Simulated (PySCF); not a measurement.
Sn(Br)(I), SMILES [Br][Sn][I] at its B3LYP/def2-SVP optimised geometry (Å):

```
3

Sn    -0.9974    -1.3593     0.0000
Br     1.5681    -1.3593     0.0000
I     -1.5681     1.3593     0.0000
```

Method: B3LYP/def2-TZVP, def2 effective core potentials past Kr (PySCF 2.14.0). The core electrons that the potentials of I, Sn replace are not part of the density. Cells within 0.4 Å of a nucleus heavier than hydrogen are left out (blank, or x).

Map of the Laplacian of the electron density (e/bohr⁵), clipped to [-1.50, 1.50] on the plane z = 0.0 Å:

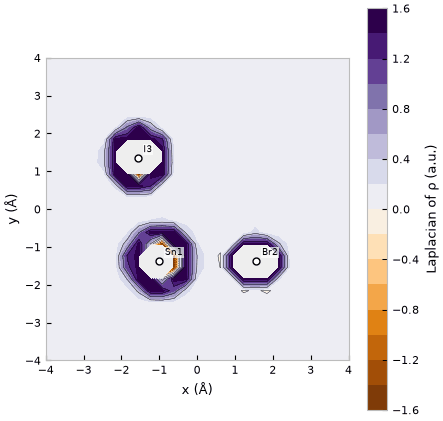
Figure: Laplacian of the electron density (e/bohr⁵), clipped to [-1.50, 1.50] on the plane z = 0.0 Å.
